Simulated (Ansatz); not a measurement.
**RPA@PBE/cc-pVDZ run of BSiNH2ClF (SMILES F[Si]1(Cl)BN1)**

What is the energy change on altering one bond length of BSiNH2ClF at RPA@PBE/cc-pVDZ? 

Program for the calculation: Ansatz 0.2.0.

139 further runs of the same task are left out: 139 set aside as unsound or not needed.

## 1. The system as given

BSiNH2ClF: 7 atoms, total charge 0, spin state singlet. As SMILES, `F[Si]1(Cl)BN1`. The shape is that of a PBE0-D4/def2-TZVP optimisation.

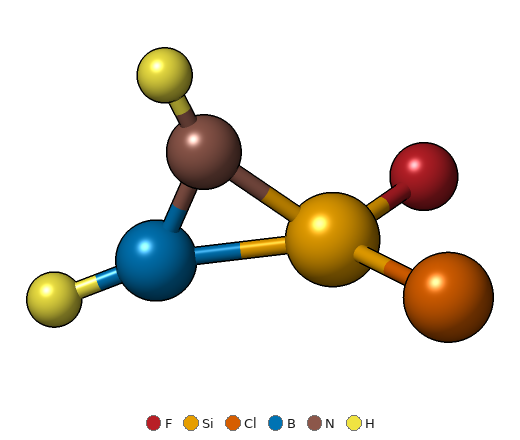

Viewed from a chosen angle; fluorine red, silicon amber, chlorine orange, boron blue, nitrogen brown, hydrogen yellow.

## 2. The energy at RPA@PBE/cc-pVDZ

File in.yaml:

```yaml
basis:
  gaussian:
    orbitals: cc-pVDZ
crystal:
  periodic: [false, false, false]
  atoms:
    - {symbol: F, position_ang: [-0.412200, -2.179200, -0.210300]}
    - {symbol: Si, position_ang: [-0.003600, -0.782500, 0.428000]}
    - {symbol: Cl, position_ang: [1.448800, -1.240300, 1.779600]}
    - {symbol: B, position_ang: [-0.771300, 0.907300, 0.039600]}
    - {symbol: "N", position_ang: [0.347500, 0.475500, -0.686800]}
    - {symbol: H, position_ang: [-1.454900, 1.876800, 0.033100]}
    - {symbol: H, position_ang: [0.906900, 0.874400, -1.428900]}
correlation:
  method: rpa
  frozen_orbitals: {B: 1, Cl: 5, F: 1, H: 0, "N": 1, Si: 5}
accuracy: high
hamiltonian:
  xc: pbe
```

The run is started by

```console
$ ansatz run in.yaml --threads 1 --pin off --max-ram 2610MiB --events-out events.jsonl --progress --plain --runs-dir runs
```

Output:

```text
Warning: RAYON_NUM_THREADS=1 ignored (pool sized by the plan → 1); use --threads N
Functional definition: PBE
  name "PBE"
  parameter kappa = 0.804
  parameter beta = 0.06672455060314922
  exchange = pbe_x(kappa = kappa, mu = beta*pi^2/3)
  correlation = pbe_c(beta = beta)
1963 factors; integrals over basis functions are off by at most 3.6e-9 eV
mean field evaluation 1: about -25295.5801 eV, gradient 6.4e1 eV
mean field evaluation 2: about -25295.5761 eV, gradient 6.4e1 eV
mean field evaluation 4: about -25302.9703 eV, gradient 2.2e1 eV
mean field evaluation 8: about -25304.2606 eV, gradient 5.7e-1 eV
mean field evaluation 16: about -25304.2602 eV, gradient 2.0e-4 eV
mean field -25304.26017840 eV, -929.9144097125 hartree, gradient 2.0e-8 eV, S^2 0.000000; 0 other end points of the search recorded, 0 dependent functions left out
13 core orbitals not correlated: weight in the atoms' cores, before any rotation towards them, 1.000 or more for the frozen orbitals, at most 0.000 for the correlated occupied ones
reference -25258.75025364 eV, -928.2419508253 hartree; 14, 14 occupied and 61, 61 virtual orbitals, 1963 factors
Total energy: -25286.38675891 eV, -929.2575736613 hartree
```

Wall time 14 s (1 thread of Arm Neoverse V1, shared host); peak memory 0.29 GiB.

## 3. The distorted shape

File in.yaml:

```yaml
crystal:
  periodic: [false, false, false]
  atoms:
    - symbol: F
      position_ang: [-0.691914, -2.378660, 0.160768]
    - symbol: Si
      position_ang: [-0.283314, -0.981960, 0.799068]
    - symbol: Cl
      position_ang: [1.169086, -1.439760, 2.150668]
    - symbol: B
      position_ang: [-1.051014, 0.707840, 0.410668]
    - symbol: "N"
      position_ang: [0.067786, 0.276040, -0.315732]
    - symbol: H
      position_ang: [-1.734614, 1.677340, 0.404168]
    - symbol: H
      position_ang: [0.906900, 0.874400, -1.428900]
basis:
  gaussian:
    orbitals: cc-pVDZ
hamiltonian:
  xc: pbe
correlation:
  method: rpa
  frozen_orbitals: {B: 1, Cl: 5, F: 1, H: 0, "N": 1, Si: 5}
accuracy: high
```

The run is started by

```console
$ ansatz run in.yaml --threads 1 --pin off --max-ram 2610MiB --events-out events.jsonl --progress --plain --runs-dir runs
```

Output:

```text
Warning: RAYON_NUM_THREADS=1 ignored (pool sized by the plan → 1); use --threads N
Functional definition: PBE
  name "PBE"
  parameter kappa = 0.804
  parameter beta = 0.06672455060314922
  exchange = pbe_x(kappa = kappa, mu = beta*pi^2/3)
  correlation = pbe_c(beta = beta)
1969 factors; integrals over basis functions are off by at most 3.6e-9 eV
mean field evaluation 1: about -25292.8823 eV, gradient 6.4e1 eV
mean field evaluation 2: about -25292.8792 eV, gradient 6.4e1 eV
mean field evaluation 4: about -25299.5428 eV, gradient 3.3e1 eV
mean field evaluation 8: about -25302.4595 eV, gradient 4.8e-1 eV
mean field evaluation 16: about -25302.4590 eV, gradient 2.3e-4 eV
mean field -25302.45904511 eV, -929.8482192850 hartree, gradient 2.0e-8 eV, S^2 0.000000; 0 other end points of the search recorded, 0 dependent functions left out
13 core orbitals not correlated: weight in the atoms' cores, before any rotation towards them, 1.000 or more for the frozen orbitals, at most 0.000 for the correlated occupied ones
reference -25255.96661967 eV, -928.1396541638 hartree; 14, 14 occupied and 61, 61 virtual orbitals, 1969 factors
Total energy: -25284.48411144 eV, -929.1876526565 hartree
```

It took 15 s on 1 thread of Arm Neoverse V1, shared host; peak memory 0.32 GiB.

## 4. Results

At RPA@PBE/cc-pVDZ, 13 core orbitals frozen:

| quantity | value |
| --- | --- |
| first shape: total energy | -929.25757 Eh |
| first shape: RPA correlation energy (valence) | -1015.6 mEh |
| distorted shape: total energy | -929.18765 Eh |
| distorted shape: RPA correlation energy (valence) | -1048.0 mEh |
| energy change with the N5–H7 bond stretched from 1.011 to 1.517 Å | 1.903 eV |

What this shows: With the N5–H7 bond stretched from 1.011 to 1.517 Å the energy rises by 1.90 eV (44 kcal/mol). The first shape isn't relaxed at this level, so the change isn't measured from a minimum.
